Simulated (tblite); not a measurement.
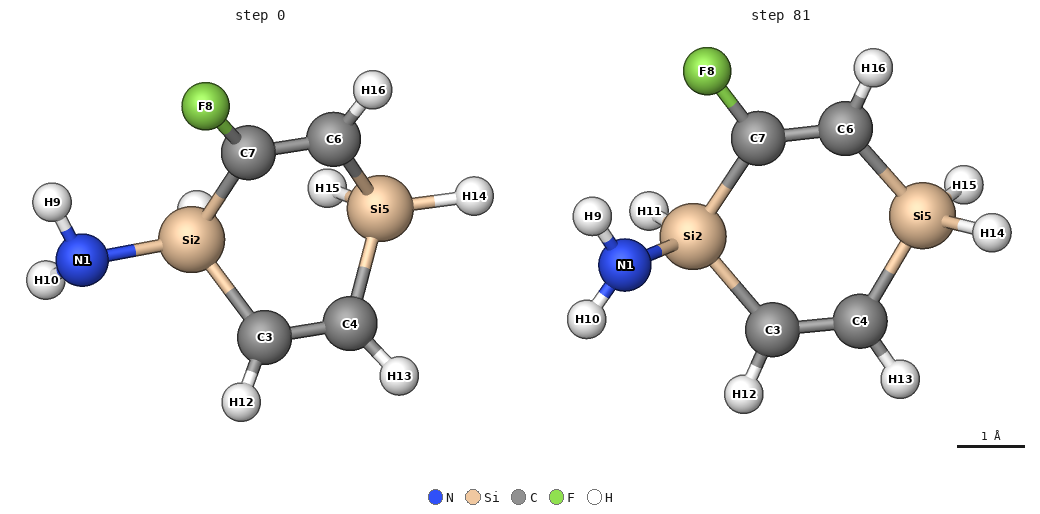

The structure of C4H8FNSi2 before (left) and after (right) a relaxation, at one scale.

Style: ball-and-stick. Shown at a tilt.

Level of theory: tblite, GFN2-xTB geometry optimisation, gas phase. 

What changed between the two?

The largest move after the best rigid fit is that of H15, 1.81 Å. Largest moves by element: H 1.81 Å, F 1.20 Å, N 0.68 Å, C 0.66 Å, Si 0.59 Å. Near-neighbour distances that change, for instance: Si2–Si5 2.969 → 3.483 Å, N1–H10 1.057 → 1.007 Å, N1–Si2 1.765 → 1.723 Å, N1–H9 1.043 → 1.008 Å. Bond angles that change, for instance: Si2–N1–H10 107.1° → 120.0°, Si2–C7–C6 115.4° → 127.4°, N1–Si2–C7 113.3° → 104.8°. Groups turn about Si2–C3 by about 45°, Si2–C7 by about 45°, C4–Si5 by about 45°. Over 81 geometry steps the energy falls by 14.8 kcal/mol. The run took 1.1 s on 1 thread of Arm Neoverse N1 (shared host).
